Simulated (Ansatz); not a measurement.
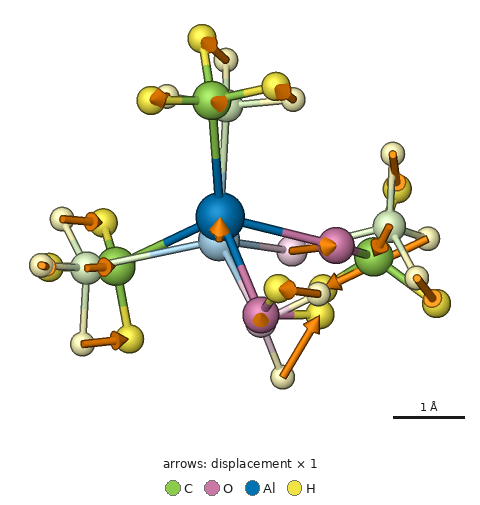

A relaxation of C₃H₁₁AlO₂ (coarse preliminary run). The starting structure is drawn faded, the final one solid; orange arrows show the displacements, at their true length. The two geometries are superimposed by the best rigid fit.

The picture is a ball-and-stick view, seen at a tilt.

The start comes from a force field.

Level of theory: RKS PBE-D4/def2-SVP (Ansatz).

The input:
```yaml
crystal:
  periodic: [false, false, false]
  atoms:
    - {symbol: C, position_ang: [-0.738700, -2.109400, 0.721800]}
    - {symbol: O, position_ang: [-1.321400, -0.975500, 0.003700]}
    - {symbol: Al, position_ang: [-0.118600, 0.418300, -0.066700]}
    - {symbol: C, position_ang: [1.657300, -0.171300, -0.965800]}
    - {symbol: C, position_ang: [-0.864300, 1.925500, -1.095300]}
    - {symbol: O, position_ang: [0.306500, 0.999600, 1.647600]}
    - {symbol: H, position_ang: [-0.543600, -1.793300, 1.771200]}
    - {symbol: H, position_ang: [0.160500, -2.448600, 0.203400]}
    - {symbol: H, position_ang: [-1.539500, -2.858800, 0.765000]}
    - {symbol: H, position_ang: [2.148800, 0.705500, -1.296000]}
    - {symbol: H, position_ang: [1.310600, -0.826800, -1.804500]}
    - {symbol: H, position_ang: [2.228000, -0.747200, -0.230800]}
    - {symbol: H, position_ang: [-0.188000, 2.796400, -1.124100]}
    - {symbol: H, position_ang: [-1.825700, 2.282000, -0.565400]}
    - {symbol: H, position_ang: [-1.094300, 1.585100, -2.107400]}
    - {symbol: H, position_ang: [0.926900, 0.330100, 2.028700]}
    - {symbol: H, position_ang: [-0.523500, 0.887800, 2.154800]}
basis:
  gaussian: {orbitals: def2-SVP}
hamiltonian: {xc: pbe, dispersion: d4}
relax: {f_tol: 0.03, max_steps: 200}
```

Launched with:
```bash
ansatz run in.yaml --threads 4 --pin off --events-out ev --progress --plain --max-ram 11315MiB
```

What did the optimiser do to the structure, and how much energy did it gain?

Answer. H9 moves most after the best rigid fit: 1.67 Å. Largest moves by element: H 1.67 Å, O 1.32 Å, C 0.65 Å, Al 0.42 Å. Near-neighbour distances that change, for instance: Al3–O6 1.859 → 2.031 Å, Al3–C4 2.076 → 1.973 Å, C1–O2 1.463 → 1.401 Å, C4–H10 1.058 → 1.112 Å. Bond angles that change, for instance: O2–Al3–O6 110.5° → 78.7°, C1–O2–Al3 110.2° → 133.0°, Al3–O6–H17 104.4° → 81.9°. Groups turn about C1–O2 by about 145°, Al3–O6 by about 30°. Over 33 geometry steps the energy falls by 1.192 eV. Largest force component: 4 eV/Å at the start, 0.023 eV/Å at the end. The run took 57 s on 4 threads of Arm Neoverse V2, on a shared host.
